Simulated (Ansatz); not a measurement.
# Lattice dynamics of CsMgF3 (Pm-3m), part 2 of 3

Task: relax CsMgF3 (Pm-3m), then find its harmonic phonons.

Ansatz 0.2.0; DFT PBEsol, scalar-relativistic, plane waves, PAW; PAW set soft_1.

So far. Step 3 (Relaxing to small forces for the phonons): The forces vanish by symmetry and the pressure is -0.006 GPa, within the tolerances set. The cell now holds 14.61 Å³/atom. The relaxed cell has a = 4.181 Å (conventional setting).

## Step 4: Zone-centre response

The zone centre comes first: it holds the modes that light can see, as far as symmetry allows. The response to a homogeneous field gives the Born charges and the dielectric tensor, and its change with displacement the Raman tensors.

input.yaml reads:

```yaml
crystal:
  lattice:
    - [4.1805617951, 0.0, 0.0]
    - [0.0, 4.1805617951, 0.0]
    - [0.0, 0.0, 4.1805617951]
  atoms:
    - { symbol: Cs, position: [0.0, 0.0, 0.0] }
    - { symbol: Mg, position: [0.5, 0.5, 0.5] }
    - { symbol: F, position: [0.0, 0.5, 0.5] }
    - { symbol: F, position: [0.5, 0.0, 0.5] }
    - { symbol: F, position: [0.5, 0.5, 0.0] }
kpoints:
  mp_grid: { grid: [8, 8, 8] }
hamiltonian:
  xc: pbesol
  pseudopotentials: { kind: paw, azcp: { folder: soft_1 }, xc_functional: pbe }
scf:
  occupations: { method: fixed }
output:
  eigenvalues: true
phonons:
  method: dfpt
  dielectric: true
  rigid_motions: translations
  raman: true
```

Started as:

```console
$ ansatz run input.yaml --threads 4 --pin off --max-ram 10240MiB --backend cpu --events-out ev --progress --plain --runs-dir out
```

Numbers of over 12 decimals in the logs are rounded to 6 here.

The log of the run:

```text
[...]
Crystal: 5 atoms, lattice volume = 73.064 Å³
Basis set: ecut = 420 eV, 1365 PW (Γ), exchange–correlation on 60×60×60 points (8 copies of the dense FFT grid, shifted against one another)
Bands: 25, of which v1, the nominal top of the filled ones, is band 20 counted from 1 (19 counted from 0)
Symmetry: 48 space group operations
k-points: 170 of 512 (irreducible under 2 space group operations, time reversal used)
[...]
SCF iter   1: F=—  HF=-9910.652263 eV  |F-HF|=—  |Δ(HF+E_count)|=         —  Δρ=1.52e-1  dr2=1.29e1  ethr=3.10e-3  ⟨swp⟩=4.1  Hψ=18530  notcnv=0  defer=387
[...]
SCF iter  10: F=-9906.953193 eV  HF=-9906.953193 eV  |F-HF|=1.09e-11  |Δ(HF+E_count)|=  6.69e-10  Δρ=1.23e-7  dr2=8.40e-12  ethr=1.00e-12  ⟨swp⟩=12.9  Hψ=29360  notcnv=0
SCF 1 converged in 10 iterations: F = -9906.953193 eV  dr2 = 8.40e-12
[...]
DFPT response loops at Γ: preconditioner auto → none (the input reference at scf.mixing.eps_inf says where Resta's filter doesn't serve); β = 0.50; Broyden in place of MSR1
── the response to a field inside a basis, on 8×8×8 k-points: an SCF that follows is theirs, and a resumed run solves both again ──
Bands: 21, of which v1, the nominal top of the filled ones, is band 20 counted from 1 (19 counted from 0)
k-points: 20 of 512
[...]
Eigensolver: Dense (20 Hₖ)
SCF iter   1: F=—  HF=-9906.942695 eV  |F-HF|=—  |Δ(HF+E_count)|=         —  Δρ=3.72e-4  dr2=2.16e-5  ethr=1.00e-1
[...]
SCF iter   6: F=-9906.942689 eV  HF=-9906.942689 eV  |F-HF|=3.64e-12  |Δ(HF+E_count)|=  8.00e-11  Δρ=1.26e-7  dr2=9.72e-12  ethr=1.00e-12
SCF 1 converged in 6 iterations: F = -9906.942689 eV  dr2 = 9.72e-12
[...]
SCF converged after 10 iterations
Free energy (F): -9906.953193 eV
[...]
Internal energy: -9906.953193 eV  (E = F + TS)
E sigma→0 (E₀):  -9906.953193 eV
Fermi energy:    3.856177 eV
[...]
--- Band table (eV; the first three rows and the last of 170) ---
  k-point 0: bands = [... 16 lower, 3.0343, 3.8562, 3.8562, 3.8562, 10.7322, 12.3396, 12.3396, 15.2252, ... 1 higher]
  k-point 1: bands = [... 16 lower, 3.0089, 3.6608, 3.8016, 3.8016, 11.0274, 12.4932, 12.6347, 15.2964, ... 1 higher]
  k-point 2: bands = [... 16 lower, 2.9877, 3.2138, 3.6613, 3.6613, 11.7495, 12.8847, 13.4020, 15.4568, ... 1 higher]
  k-point 169: bands = [... 16 lower, 3.5792, 3.7273, 3.7273, 3.7273, 12.7134, 12.7134, 12.7134, 16.3940, ... 1 higher]
--- Phonons (Γ-DFPT): 4 representative perturbations + reference, on 170 of 512 k-points (Σ response iterations 13) ---
  k mesh reduced under 2 symmetry operations, with k and −k counted as one. Each operation leaves every solved perturbation unchanged. A smaller set is not considered because the run solves the response to a homogeneous field
  ASR residual: 1.108e-3 → 0.000e0 eV/Å²; symmetrization residual: 7.131e-6 eV/Å²
  ASR residual per site (eV/Å²): 3.78e-5 1.11e-3 1.07e-3 1.07e-3 1.07e-3
  Γ frequencies (cm⁻¹): 0.00 0.00 0.00 148.70 148.70 148.70 216.09 216.09 216.09 262.63 262.63 262.63 305.39 305.39 305.39
  ε∞ (high-frequency dielectric tensor):
        2.514951    -0.000000     0.000000
        0.000000     2.514951     0.000000
       -0.000000     0.000000     2.514951
  ε⁰ (static dielectric tensor: ions relaxed, cell fixed):
        7.505779     0.000000    -0.000000
        0.000000     7.505779     0.000000
       -0.000000     0.000000     7.505779
  ε⁰ − ε∞ (ionic part):
        4.990829     0.000000    -0.000000
        0.000000     4.990829     0.000000
       -0.000000     0.000000     4.990829
  softest optical mode at Γ: 148.70 cm⁻¹; the repairs (sum rule, projections) moved no ω² at Γ by more than (4.10 cm⁻¹)²
  Born effective charges Z* (e; rows j = field, columns β = displacement):
    site 0:
         1.43450   -0.00000   -0.00000
        -0.00000    1.43450    0.00000
         0.00000   -0.00000    1.43450
    site 1:
         2.17011    0.00000    0.00000
         0.00000    2.17011    0.00000
         0.00000   -0.00000    2.17011
    site 2:
        -1.23408    0.00000   -0.00000
         0.00000   -1.18527    0.00000
         0.00000   -0.00000   -1.18527
    site 3:
        -1.18527   -0.00000   -0.00000
        -0.00000   -1.23408    0.00000
         0.00000    0.00000   -1.18527
    site 4:
        -1.18527   -0.00000    0.00000
         0.00000   -1.18527    0.00000
         0.00000   -0.00000   -1.23408
  Z* charge neutrality: 2.788e-5 e pre-enforcement
  k-mesh period / interband length: 33.4 Å / 1.10 Å = 30.51 at k = (0.0000, 0.0000, 0.0000), direct gap 6.876 eV — 14 or more, which is no proof of convergence
  Raman tensors (in the event stream and the table raman_tensors.tsv): an entry may err by 2.8e-4 Å², one of the second-order susceptibility by 2.8e-20 pm/V (basis, points and sum rule); their sum over the sites missed zero by 1.324e-21 Å² ahead of its enforcement
  optical modes at Γ without the LO–TO term, one row a degenerate level:
      ω (cm⁻¹)  modes    IR ((D/Å)²/amu)  static Raman (Å⁴/amu)  depolarisation
        148.70      3             2.6573                 0.0000               —
        216.09      3             0.0000                 0.0000               —
        262.63      3            25.6084                 0.0000               —
        305.39      3             2.0009                 0.0000               —
  optical modes at Γ + LO–TO along q̂ = [1.0000, 0.0000, 0.0000]:
      ω (cm⁻¹)  modes    IR ((D/Å)²/amu)  static Raman (Å⁴/amu)  depolarisation
        148.70      2             1.7715                 0.0000               —
        158.61      1             0.0742                 0.0000               —
        216.09      3             0.0000                 0.0000               —
        262.63      2            17.0722                 0.0000               —
        301.87      1             0.0454                 0.0000               —
        305.39      2             1.3340                 0.0000               —
        430.31      1             9.9693                 0.0000               —
  optical modes at Γ + LO–TO along q̂ = [0.0000, 1.0000, 0.0000]:
      ω (cm⁻¹)  modes    IR ((D/Å)²/amu)  static Raman (Å⁴/amu)  depolarisation
        148.70      2             1.7715                 0.0000               —
        158.61      1             0.0742                 0.0000               —
        216.09      3             0.0000                 0.0000               —
        262.63      2            17.0722                 0.0000               —
        301.87      1             0.0454                 0.0000               —
        305.39      2             1.3340                 0.0000               —
        430.31      1             9.9693                 0.0000               —
  optical modes at Γ + LO–TO along q̂ = [0.0000, 0.0000, 1.0000]:
      ω (cm⁻¹)  modes    IR ((D/Å)²/amu)  static Raman (Å⁴/amu)  depolarisation
        148.70      2             1.7715                 0.0000               —
        158.61      1             0.0742                 0.0000               —
        216.09      3             0.0000                 0.0000               —
        262.63      2            17.0722                 0.0000               —
        301.87      1             0.0454                 0.0000               —
        305.39      2             1.3340                 0.0000               —
        430.31      1             9.9693                 0.0000               —
```

Elapsed: 90 s, on 4 threads of Intel Xeon Platinum 8375C at 2.90GHz (Ice Lake), shared host; peak memory 1.7 GiB.

This step gave:

- sum-rule residual before enforcement: 0.001108 eV/Å²
- miss of the charge sum rule: 2.79e-5 e
- point group: m-3m
- highest optical mode at the zone centre (no LO-TO term): 305.4 cm⁻¹
- lowest optical zone-centre mode: 148.7 cm⁻¹
- mean high-frequency dielectric constant: 2.515
- largest Born charge (third of the trace): 2.170 e
- mean static dielectric constant: 7.506
- top of the zone-centre spectrum with the field: 430.3 cm⁻¹

Without the LO-TO term. Patterns of degenerate modes are one choice out of their space. The modes at Γ (shares of kinetic energy by element, %):

```tsv
mode	frequency (cm⁻¹)	symmetry	Cs %	Mg %	F %
1	0.0	acoustic	62	11	27
2	0.0	acoustic	62	11	27
3	0.0	acoustic	62	11	27
4	148.7	T1u	38	19	43
5	148.7	T1u	38	19	43
6	148.7	T1u	38	19	43
7	216.1	T2u	0	0	100
8	216.1	T2u	0	0	100
9	216.1	T2u	0	0	100
10	262.6	T1u	0	62	38
11	262.6	T1u	0	62	38
12	262.6	T1u	0	62	38
13	305.4	T1u	0	8	92
14	305.4	T1u	0	8	92
15	305.4	T1u	0	8	92
```

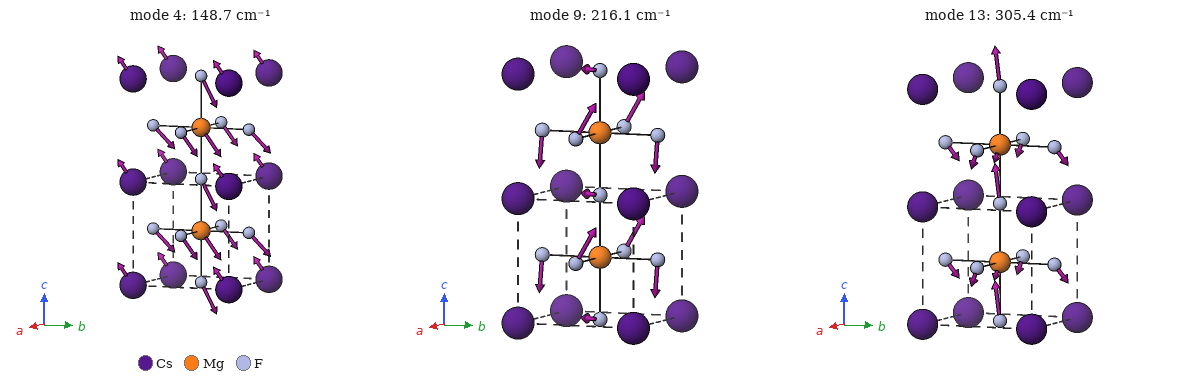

Displacement patterns of modes 4, 9 and 13 at Γ; arrows are exaggerated. 1×1×2 cells are drawn. Some periodic images of atoms are drawn too.

Optical modes at the zone centre, without and with the macroscopic field of the longitudinal modes; each column is sorted by frequency, so a row need not hold one and the same mode. Modes with and without the field, by row:

```tsv
rank among optical modes	no field (cm⁻¹)	q along (1, 0, 0) (cm⁻¹)
1	148.7	148.7
2	148.7	148.7
3	148.7	158.6
4	216.1	216.1
5	216.1	216.1
6	216.1	216.1
7	262.6	262.6
8	262.6	262.6
9	262.6	301.9
10	305.4	305.4
11	305.4	305.4
12	305.4	430.3
```

Born charge (rows field, columns displacement) (e), principal values of the symmetric part by kind of site:

```tsv
atom	atoms with these values	low	middle	high	mean
Cs1	1	1.43	1.43	1.43	1.43
Mg2	1	2.17	2.17	2.17	2.17
F3	3	-1.23	-1.19	-1.19	-1.20
```

In full for Cs1:

```
1.43 0.00 0.00
0.00 1.43 0.00
0.00 0.00 1.43
```

High-frequency dielectric tensor:

```
2.52 0.00 0.00
0.00 2.52 0.00
0.00 0.00 2.52
```

Static dielectric tensor (ions relaxed, fixed cell):

```
7.51 0.00 0.00
0.00 7.51 0.00
0.00 0.00 7.51
```

Transverse modes. Lines of the infrared spectrum (strongest = 100):

```tsv
position (cm⁻¹)	label	relative intensity
149	T1u	10
216	T2u	0.0
263	T1u	100
305	T1u	7.8
```

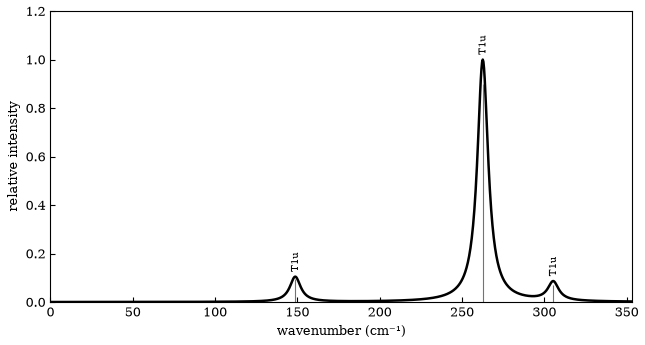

The infrared spectrum, broadened with Lorentzians of width 8 cm⁻¹; bars mark the lines.

Before it was imposed, the acoustic sum rule was missed by 0.0011 eV/Å² and the charge sum rule by 2.8e-5 e. Small misses are needed for a sound result but don't prove that mesh and cutoff are converged. The lowest optical mode is real, 149 cm⁻¹.

## Step 5: The dispersion

Stability and thermal properties need the whole zone. Linear response on a 4×4×4 q mesh gives force constants as far as a supercell of that size would, and the tensors from the zone-centre run are typed in so that the long-range dipole term is interpolated apart.

input.yaml, the sections that differ from step 4:

```yaml
phonons:
  method: dfpt
  qmesh: [4, 4, 4]
  temperatures: { t_max: 1000, t_step: 50 }
  qpath:
    path:
      - [[0.0, 0.0, 0.0], [0.0, 0.5, 0.0], [0.5, 0.5, 0.0], [0.0, 0.0, 0.0], [0.5, 0.5, 0.5], [0.0, 0.5, 0.0]]
      - [[0.5, 0.5, 0.5], [0.5, 0.5, 0.0]]
    npoints: 10
  non_analytic_term:
    high_frequency_dielectric_tensor: [[2.515, 0.0, 0.0], [0.0, 2.515, 0.0], [0.0, 0.0, 2.515]]
    born_effective_charges:
      - { species: Cs, tensor: [[1.4345, 0.0, 0.0], [0.0, 1.4345, 0.0], [0.0, 0.0, 1.4345]] }
      - { species: Mg, tensor: [[2.1701, 0.0, 0.0], [0.0, 2.1701, 0.0], [0.0, 0.0, 2.1701]] }
      - { species: F, tensor: [[-1.2341, 0.0, 0.0], [0.0, -1.1853, 0.0], [0.0, 0.0, -1.1853]] }
      - { species: F, tensor: [[-1.1853, 0.0, 0.0], [0.0, -1.2341, 0.0], [0.0, 0.0, -1.1853]] }
      - { species: F, tensor: [[-1.1853, 0.0, 0.0], [0.0, -1.1853, 0.0], [0.0, 0.0, -1.2341]] }
    source: "zone-centre run at this cell"
# crystal, kpoints, hamiltonian, scf, output: as in step 4
```

The log of the run:

```text
[...]
Crystal: 5 atoms, lattice volume = 73.064 Å³
Basis set: ecut = 420 eV, 1365 PW (Γ), exchange–correlation on 60×60×60 points (8 copies of the dense FFT grid, shifted against one another)
Bands: 25, of which v1, the nominal top of the filled ones, is band 20 counted from 1 (19 counted from 0)
Symmetry: 48 space group operations
k-points: 35 of 512
[...]
SCF iter   1: F=—  HF=-9910.652283 eV  |F-HF|=—  |Δ(HF+E_count)|=         —  Δρ=1.52e-1  dr2=1.29e1  ethr=3.10e-3  ⟨swp⟩=4.1  Hψ=3812  notcnv=0  defer=78
[...]
SCF iter  10: F=-9906.953193 eV  HF=-9906.953193 eV  |F-HF|=1.09e-11  |Δ(HF+E_count)|=  6.48e-10  Δρ=1.24e-7  dr2=8.55e-12  ethr=1.00e-12  ⟨swp⟩=11.0  Hψ=6167  notcnv=0
SCF 1 converged in 10 iterations: F = -9906.953193 eV  dr2 = 8.55e-12
[...]
NSCF: frozen V_eff on 35 k-points
[...]
DFPT response loops at q = (0, 0, 0) (fractional): preconditioner auto → none (the input reference at scf.mixing.eps_inf says where Resta's filter doesn't serve); β = 0.50; Broyden in place of MSR1
[...]
SCF converged after 10 iterations
Free energy (F): -9906.953193 eV
[...]
Internal energy: -9906.953193 eV  (E = F + TS)
E sigma→0 (E₀):  -9906.953193 eV
Fermi energy:    3.856177 eV
[...]
--- Band table (eV; the first three rows and the last of 35) ---
  k-point 0: bands = [... 16 lower, 3.0343, 3.8562, 3.8562, 3.8562, 10.7322, 12.3396, 12.3396, 15.2252, ... 1 higher]
  k-point 1: bands = [... 16 lower, 3.0089, 3.6608, 3.8016, 3.8016, 11.0274, 12.4932, 12.6347, 15.2964, ... 1 higher]
  k-point 2: bands = [... 16 lower, 2.9877, 3.2138, 3.6613, 3.6613, 11.7495, 12.8847, 13.4020, 15.4568, ... 1 higher]
  k-point 34: bands = [... 16 lower, 3.5792, 3.7273, 3.7273, 3.7273, 12.7134, 12.7134, 12.7134, 16.3940, ... 1 higher]
--- Phonons (Γ-DFPT): 4 representative perturbations + reference (Σ response iterations 13) ---
  ASR residual: 1.116e-3 → 0.000e0 eV/Å²; symmetrization residual: 7.200e-6 eV/Å²
  ASR residual per site (eV/Å²): 3.46e-5 1.12e-3 1.06e-3 1.06e-3 1.06e-3
[...]
--- Phonons (arbitrary-q DFPT): 10 irreducible q on the 4×4×4 mesh ---
  q = [0.0000, 0.0000, 0.0000] (star 1, of the zone-centre solve; hermiticity 2.96e-6, symmetrization 2.08e-12): -0.00 -0.00 -0.00 148.70 148.70 148.70 216.09 216.09 216.09 262.63 262.63 262.63 305.39 305.39 305.39
  q = [0.0000, 0.0000, 0.2500] (star 6, 9 solved perturbations in 1560 linear systems a pass and spin channel, the states on 200 of 512 k-point pairs; hermiticity 1.18e-6, symmetrization 6.55e-13): 58.82 58.82 82.04 150.77 150.77 186.63 220.78 220.78 222.45 260.68 260.68 302.54 302.54 304.75 422.67
[...]
q = [0.0000, 0.2500, -0.5000] (star 12, 15 solved perturbations on 200 of 512 k-point pairs; hermiticity 1.41e-6, symmetrization 2.95e-14): 84.16 88.00 93.91 172.96 182.83 196.06 217.34 229.64 244.49 250.66 262.04 287.15 295.74 357.34 376.13
[...]
sum rule: each row above includes the acoustic sum rule's correction from the zone centre's row sums; it moved no ω² by more than (3.90 cm⁻¹)²
  mesh force constants: q→R imaginary residual 1.71e-18; ASR residual 1.116e-3 → 0.000e0 eV/Å²; symmetrization residual 3.553e-15 eV/Å²
  interpolated dispersion: 63 rows × 15 modes
  density of states and harmonic sums: on the 16×16×16 q-mesh, interpolated from the force constants of a 4×4×4 supercell (with the dipole–dipole term of supplied tensors)
  largest difference from the sums on the solved wave vectors: F 1.30e-2 eV, S 1.71e-5 and C_V 3.95e-6 eV/K
  zero-point energy: 0.205109 eV/cell   skipped modes (ω ≤ 0): 3   left out of the sums: 4.88e-5 of the cell's modes: C_V's classical limit lies that fraction below 3 k_B per atom; for a crystal, a wire or a layer, F and S can be off by more, and a phonons.interpolated_qmesh denser along its periods is the remedy for the sampling
```

Wall time 7.1 min (4 threads); peak memory 2.5 GiB.

Numbers from this step:

```yaml
sum_rule_residual_before_enforcement: 0.001116 eV/Å²
lowest_frequency_on_the_path: 0 cm⁻¹
highest_frequency_on_the_path_or_at_a_solved_wavevector: 430.3 cm⁻¹
mean_frequency: 220.6 cm⁻¹
debye_temperature_second_moment: 442 K
logarithmic_mean_frequency: 198.2 cm⁻¹
lowest_mode_on_the_q_mesh_acoustic_modes_at_gamma_apart: 58.82 cm⁻¹
zero_point_energy_per_atom: 41.02 meV
heat_capacity_at_300_k: 22.48 J/(mol atoms K)
vibrational_entropy_at_300_k: 27.50 J/(mol atoms K)
edges_of_the_widest_gap_between_branches_on_path_and_mesh: 113.8, 148.7 cm⁻¹
```

Frequencies (cm⁻¹) solved at each irreducible wavevector; negative means imaginary. Frequencies by wavevector, by row:

```tsv
q in reciprocal lattice units	star	mode 1	mode 2	mode 3	mode 4	mode 13	mode 14	mode 15
0 0 0	1	0	0	0	148.7	305.4	305.4	305.4
0 0 0.25	6	58.8	58.8	82	150.8	302.5	304.8	422.7
0 0 -0.5	3	85	85	113.8	152.1	299.6	313	410.7
0 0.25 0.25	12	59.7	75.7	100.1	160.8	299.1	323.4	403.8
0 0.25 -0.5	12	84.2	88	93.9	173	295.7	357.3	376.1
0 -0.5 -0.5	3	84.2	84.2	90.5	185.2	329.2	329.2	360.7
0.25 0.25 0.25	8	76.4	76.4	98.4	172.7	288.3	325.7	398.2
0.25 0.25 -0.5	12	88	90.2	91.5	175.4	283.7	351.8	381.2
0.25 -0.5 -0.5	6	90	90	93.9	181.9	322.8	322.8	384.2
-0.5 -0.5 -0.5	1	94.3	94.3	94.3	178.5	315.2	315.2	387.4
```

Interpolated from a 4×4×4 q mesh, with the LO-TO term (at Γ the limit along the path; where Γ stands inside the path, tables give the limit on arrival). The phonon branches at the labelled points (cm⁻¹):

```tsv
point	branch 1	branch 2	branch 3	branch 4	branch 12	branch 13	branch 14	branch 15
Γ	0	0	0	149	302	305	305	430
X	85	85	114	152	300	300	313	411
M	84	84	90	185	300	329	329	361
Γ	0	0	0	149	302	305	305	430
R	94	94	94	178	315	315	315	387
X	85	85	114	152	300	300	313	411
jump to R	94	94	94	178	315	315	315	387
M	84	84	90	185	300	329	329	361
```

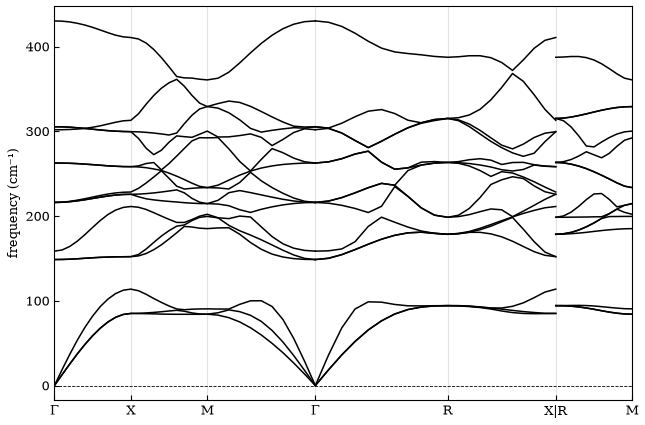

Phonon branches along the path.

[end of part 2 of 3]

[Logs are printed without paths, hosts, clocks, repeated set-up lines and the standing remarks that a program may print on its own settings, such as how far it seeks lower states.]

[Hosts, paths, dates, database ids (printed as entryN), source tags and the programs' standing remarks are cut or masked in the printed files.]
